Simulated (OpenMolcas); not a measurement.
**HOF: excited-state calculation (part 1 of 2)**

System: HOF (hypofluorous acid).
Method: CASPT2/ANO-RCC-VDZ, DKH2 (OpenMolcas 26.06).

The geometry comes from this level: GFN2-xTB.

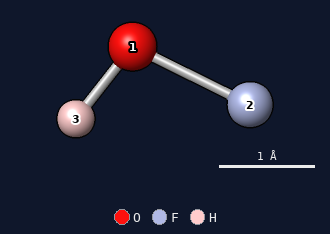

Figure 1. The structure as given in the input (ball-and-stick view, seen on its broad side; atoms are numbered from 1 in the order of the input). Bond lengths as drawn: F–O 1.39 Å and H–O 0.97 Å.

## The input
```
>>> EXPORT MOLCAS_PRINT=2

&GATEWAY
  Coord
  3
  bohr
  O      0.78315920    -0.37254061     0.39457481
  F     -0.40062194     1.92835213    -0.00910848
  H     -0.38253726    -1.55581152    -0.38546633
  Basis=ANO-RCC-VDZ
  Group=NoSym

&SEWARD

&RASSCF
  FileOrb=$CurrDir/step2.RasOrb
  Spin=1
  Nactel=4 0 0
  Inactive=7
  Ras2=2
  OrbListing=Few
  OrbAppear=Compact

&CASPT2
  IPEA=0.1
  Sig1=0.2

&RASSI
  NrOfJobIphs=1 all
  IphNames
  JOBMIX
  EJob
```

Hardware: 1 thread of AMD EPYC (Zen 4), 16 GiB of memory available, shared host.

Run as:
```bash
export MOLCAS_MEM=1860
pymolcas step12.inp > step12.log
```

## Log
```
--- Start Module: gateway ---

                                              &GATEWAY

                       available to each process: 1.9 GB of memory, 1 thread

++    Symmetry information:
      ---------------------

                    Character Table for C1

                             E
                    a        1  x, y, xy, Rz, z, xz, Ry, yz, Rx, I
--

++    Basis set information:
      ----------------------

      Basis set label: O.ANO-RCC...3S2P.

      Electronic valence basis set:
      ------------------
      Associated Effective Charge   8.000000 au
      Associated Actual Charge      8.000000 au
      Nuclear Model: Point charge

      Shell  nPrim  nBasis  Cartesian Spherical Contaminant
         s      14       3        X
         p       9       2        X

      Basis set label: F.ANO-RCC...3S2P.

      Electronic valence basis set:
      ------------------
      Associated Effective Charge   9.000000 au
      Associated Actual Charge      9.000000 au
      Nuclear Model: Point charge

      Shell  nPrim  nBasis  Cartesian Spherical Contaminant
         s      14       3        X
         p       9       2        X

      Basis set label: H.ANO-RCC...2S.

      Electronic valence basis set:
      ------------------
      Associated Effective Charge   1.000000 au
      Associated Actual Charge      1.000000 au
      Nuclear Model: Point charge

      Shell  nPrim  nBasis  Cartesian Spherical Contaminant
         s       8       2        X
--

++    Molecular structure info:
      -------------------------

                    ************************************************
                    **** Cartesian Coordinates / bohr, angstrom ****
                    ************************************************

     Center  Label                x              y              z                     x              y              z
        1      O1               0.783159      -0.372541       0.394575              0.414430      -0.197140       0.208800
        2      F2              -0.400622       1.928352      -0.009108             -0.212000       1.020440      -0.004820
        3      H3              -0.382537      -1.555812      -0.385466             -0.202430      -0.823300      -0.203980

                    ***************************************
                    *    InterNuclear Distances / bohr    *
                    ***************************************

               1 O1            2 F2            3 H3
    1 O1       0.000000
    2 F2       2.618856        0.000000
    3 H3       1.835059        3.504478        0.000000

                    *******************************************
                    *    InterNuclear Distances / angstrom    *
                    *******************************************

               1 O1            2 F2            3 H3
    1 O1       0.000000
    2 F2       1.385839        0.000000
    3 H3       0.971072        1.854490        0.000000

                    **************************************
                    *    Valence Bond Angles / degree    *
                    **************************************
                          Atom centers                 Phi
                      2 F2       1 O1       3 H3       102.35
--

            Nuclear Potential Energy             34.42059810 au

--- Stop Module: gateway /rc=_RC_ALL_IS_WELL_ ---

--- Start Module: seward ---

                                              &SEWARD

                       available to each process: 1.9 GB of memory, 1 thread

               SEWARD will generate:
                  Multipole Moment integrals up to order  2
                  Kinetic Energy integrals
                  Nuclear Attraction integrals (point charge)
                  One-Electron Hamiltonian integrals
                  Velocity integrals
                  Relativistic Douglas-Kroll-Hess integrals:
                    - Parametrization         : EXP
                    - DKH order of Hamiltonian: 2
                    - DKH order of Properties : 0
                         - multipole moment operators
                         - electric potential operators
                         - contact operators
                  Orbital angular momentum around (  0.1258   0.8086   0.1597 )
                  Velocity quadrupole around (  0.1258   0.8086   0.1597 )
                  Atomic mean-field integrals
                  Two-Electron Repulsion integrals

                   Integrals are discarded if absolute value <: 1.00E-14
                   Integral cutoff threshold is set to       <: 1.00E-16

            Nuclear Potential Energy             34.42059810 au

      Basis set specifications :
      Symmetry species         a
      Basis functions           20

--- Stop Module: seward /rc=_RC_ALL_IS_WELL_ ---

--- Start Module: rasscf ---

                                              &RASSCF

                       available to each process: 1.9 GB of memory, 1 thread

      Header of the ONEINT file:
      --------------------------

      OrdInt status: non-squared

      Cartesian coordinates in angstrom:
      -----------------------------------------------------
      No.  Label        X            Y            Z
      -----------------------------------------------------
       1   O1         0.41443000  -0.19714000   0.20880000
       2   F2        -0.21200000   1.02044000  -0.00482000
       3   H3        -0.20243000  -0.82330000  -0.20398000
      -----------------------------------------------------
      Nuclear repulsion energy =   34.42059810

++    Wave function specifications:
      -----------------------------

      Number of closed shell electrons          14
      Number of electrons in active shells       4
      Max number of holes in RAS1 space          0
      Max nr of electrons in RAS3 space          0
      Number of inactive orbitals                7
      Number of active orbitals                  2
      Number of secondary orbitals              11
      Spin quantum number                      0.0
      State symmetry                             1
--

++    Orbital specifications:
      -----------------------

      Symmetry species                           1
                                                 a
      Frozen orbitals                            0
      Inactive orbitals                          7
      Active orbitals                            2
      RAS1 orbitals                              0
      RAS2 orbitals                              2
      RAS3 orbitals                              0
      Secondary orbitals                        11
      Deleted orbitals                           0
      Number of basis functions                 20
--

++    CI expansion specifications:
      ----------------------------

      Number of CSFs                             1
      Number of spin combinations                1
      Number of determinants                     1
      Number of root(s) required                 1
      Root chosen for geometry opt.              1
      CI root used                               1

      highest root included in the CI            1
      max. size of the explicit Hamiltonian      1
--

++    Optimization specifications:
      ----------------------------

      RASSCF algorithm: Conventional
      Maximum number of macro iterations       200
      Maximum number of SX iterations          100
      Threshold for RASSCF energy            1.000E-08
      Threshold for max MO rotation          1.000E-01
      Threshold for max BLB element          1.000E-04
      Level shift parameter                  5.000E-01
      Make Quasi-Newton update
--

      The MO-coefficients are taken from the file:
      step2.RasOrb
      Title: RASSCF average (pseudo-natural) orbitals

      Total molecular charge    0.00

      ************************************************************************************************************************
      *                                            Wave function control section                                             *
      ************************************************************************************************************************

                                         RASSCF iterations: Energy and convergence statistics
                                         ----------------------------------------------------

          iter iter root      energy       change     param      element    value   shift minimum  type update hh:mm:ss
 Nr of preliminary CI iterations:   1
        1   1    2    1  -174.88933041    0.00E+00  -3.36E-06    6  11 1  9.16E-06   0.50   0.00    SX    NO    0:00:00
        2   1    2    1  -174.88933041   -1.36E-10  -1.87E-06    6  11 1  5.10E-06   0.50   0.00    SX    NO    0:00:00
        3   1    2    1  -174.88933041   -4.37E-11  -1.33E-06    6  11 1  3.63E-06   0.50   0.00    SX    NO    0:00:00
        4   1    2    1  -174.88933041   -1.75E-11   8.62E-07    6  11 1  2.36E-06   0.50   0.00    SX    NO    0:00:00
      Convergence after  4 iterations
        5   1    2    1  -174.88933041   -7.33E-12   8.62E-07    6  11 1  1.62E-06   0.50   0.00    SX    NO    0:00:00

      ************************************************************************************************************************
                                                      Wave function printout:
                       occupation of active orbitals, and spin coupling of open shells (u,d: Spin up or down)
      ************************************************************************************************************************

      Note: transformation to natural orbitals
      has been made, which may change the order of the CSFs.

      printout of CI-coefficients larger than  0.05 for root  1
      energy=    -174.889330
      conf/sym  11     Coeff  Weight
             1  22   1.00000 1.00000

      Natural orbitals and occupation numbers for root  1
      sym 1:   2.000000   2.000000

      ************************************************************************************************************************
      *                                                    Final results                                                     *
      ************************************************************************************************************************

++    Final optimization conditions:
      ------------------------------

      Average CI energy                            -174.88933041
      RASSCF energy for state  1                   -174.88933041
      Super-CI energy                                -0.00000000
      RASSCF energy change                           -0.00000000
      Max change in MO coefficients              -7.781E-07
      Max non-diagonal density matrix element     8.623E-07
      Maximum BLB matrix element                  1.619E-06
      (orbital pair   6,  11 in symmetry   1)
      Norm of electronic gradient            2.477E-06
--

      Final state energy(ies):
      ------------------------

::    RASSCF root number  1 Total energy:   -174.88933041

++    Molecular orbitals:
      -------------------

      Pseudonatural active orbitals and approximate occupation numbers

      MOLECULAR ORBITALS FOR SYMMETRY SPECIES 1: a

      INDEX  ENERGY  OCCUPATION COEFFICIENTS ...
          1  -26.3672    2.0000
                10 F2     1s     ( 1.0000)
          2  -20.7016    2.0000
                 1 O1     1s     ( 1.0000)
          3   -1.6955    2.0000
                 2 O1     2s     ( 0.3747)  11 F2     2s     ( 0.8161)  15 F2     2py    (-0.1001)
          4   -1.3312    2.0000
                 2 O1     2s     (-0.7926)  11 F2     2s     ( 0.5638)  15 F2     2py    ( 0.1014)  19 H3     1s     (-0.1739)

          5   -0.7971    2.0000
                 2 O1     2s     ( 0.2167)   4 O1     2px    ( 0.3122)   6 O1     2py    ( 0.3738)   8 O1     2pz    ( 0.2152)
                11 F2     2s     (-0.1159)  13 F2     2px    ( 0.5323)  17 F2     2pz    ( 0.2947)  19 H3     1s     (-0.3145)

          6   -0.7047    2.0000
                 2 O1     2s     ( 0.1645)   4 O1     2px    ( 0.2370)   6 O1     2py    (-0.3894)  11 F2     2s     ( 0.1768)
                13 F2     2px    ( 0.1406)  15 F2     2py    ( 0.7799)  17 F2     2pz    ( 0.1647)  19 H3     1s     ( 0.1653)

          7   -0.6091    2.0000
                 2 O1     2s     (-0.3640)   4 O1     2px    (-0.5602)   8 O1     2pz    (-0.3145)  13 F2     2px    ( 0.6227)
                17 F2     2pz    ( 0.3557)  19 H3     1s     ( 0.2440)
          8   -0.7489    2.0000
                 4 O1     2px    (-0.2379)   8 O1     2pz    ( 0.4274)  13 F2     2px    (-0.3896)  17 F2     2pz    ( 0.7000)

          9   -0.5567    2.0000
                 4 O1     2px    ( 0.4343)   8 O1     2pz    (-0.7803)  13 F2     2px    (-0.3041)  17 F2     2pz    ( 0.5464)
```
